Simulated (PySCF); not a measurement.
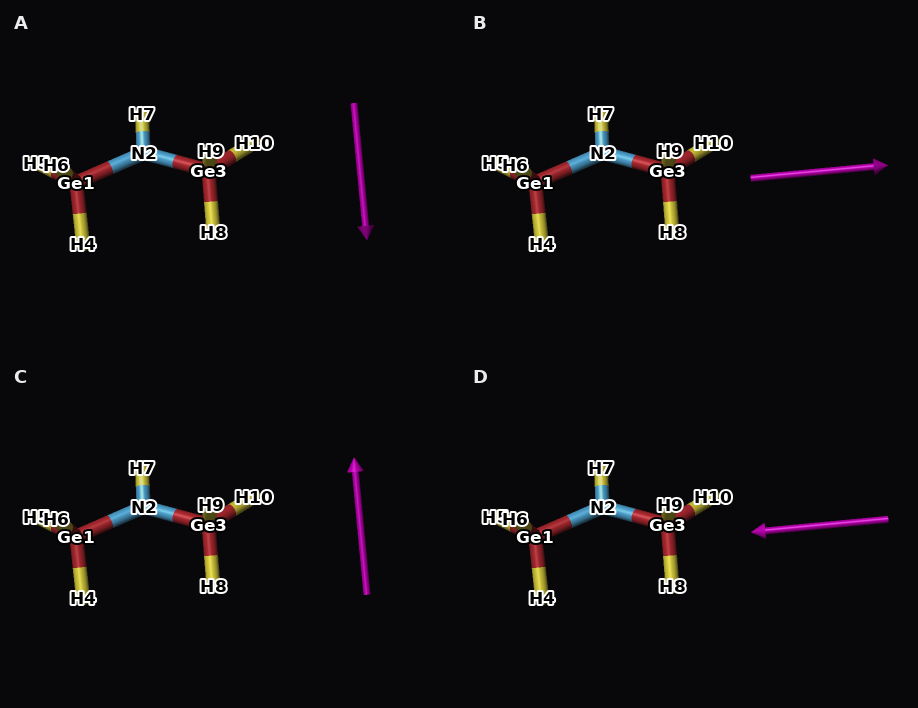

The same molecule four times, each with an arrow. Computed geometry: GFN2-xTB optimisation. No frequency run is at hand to confirm it as a minimum. Properties computed with B3LYP/pcJ-1 (pcSseg-1 on Ge), gas phase (PySCF 2.14.0).

Which arrow points along the dipole moment, from the negative to the positive end?

C. The dipole moment is 0.71 D; it points from the side of H4, H8 to the side of H7 (the outermost atoms at the two ends).

The geometry is semi-empirical. Around Ge such bond lengths and angles can be off by a tenth of an ångström or more and by several degrees, and values that hang on the shape move with them.
